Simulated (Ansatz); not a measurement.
```xyz
10

Al    0.0022   -0.1136   -0.1628
F     0.0041   -0.1431    1.5105
N     1.5635   -0.1074   -0.9742
H     1.7029   -0.1170   -1.9616
H     2.4372    0.0134   -0.5067
N    -1.5515   -0.2514   -0.9766
H    -2.4281   -0.3062   -0.5032
H    -1.6934   -0.2214   -1.9634
Cl    0.0517    2.9620    1.3606
H     0.0815    1.8851    2.1175
```

Not at a stationary point (largest force 1.5 eV/Å).

Theory: RHF/6-31G* in Ansatz 0.2.0.

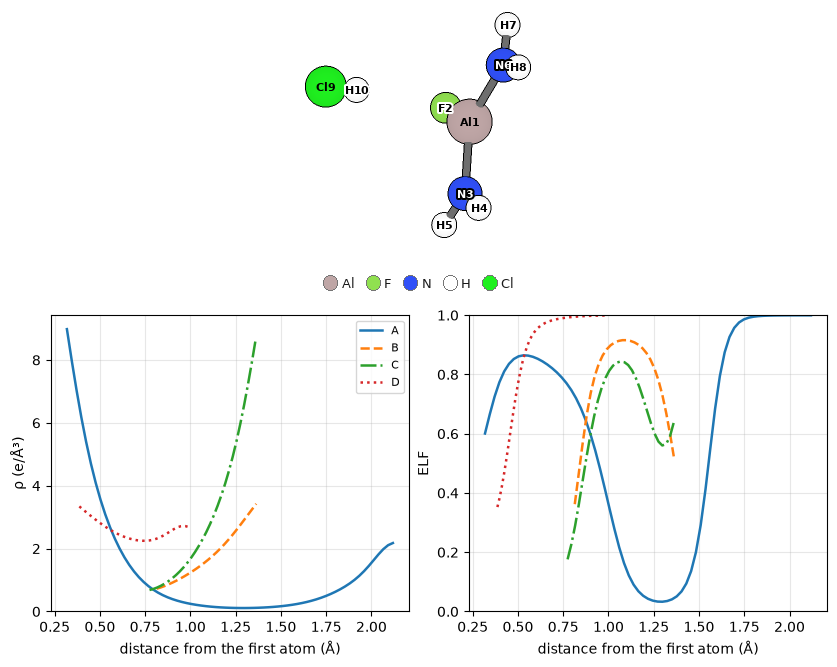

AlFH$_{4}$N$_{2}$···HCl. Electron density and electron localisation function along straight lines between neighbouring atoms. The curves leave out the atomic cores. The structure is drawn too.

Question: Which curve belongs to which contact (Al–F, Al–N, F–H and N–H)? The first atom named is at distance zero.

Answer: Curve A: F2···H10 (2.12 Å): the density falls to about 0.11 e/Å³ on the way; the ELF dips to about 0.05 between them. Curve B: Al–N (1.76 Å): the density is about 0.86 e/Å³ at the midpoint; the ELF peaks at about 0.90 between the atoms; a polar covalent bond. Curve C: Al–F (1.67 Å): ρ is about 0.82 e/Å³ halfway; the ELF peaks at about 0.85 in the valence shell of F, 0.6 Å from its nucleus, and is about 0.35 at the midpoint. Curve D: N–H (1.00 Å): the density is about 2.8 e/Å³ at the midpoint; the ELF climbs to about 1 towards the hydrogen, as it does in any bond to H; a covalent bond by its length.
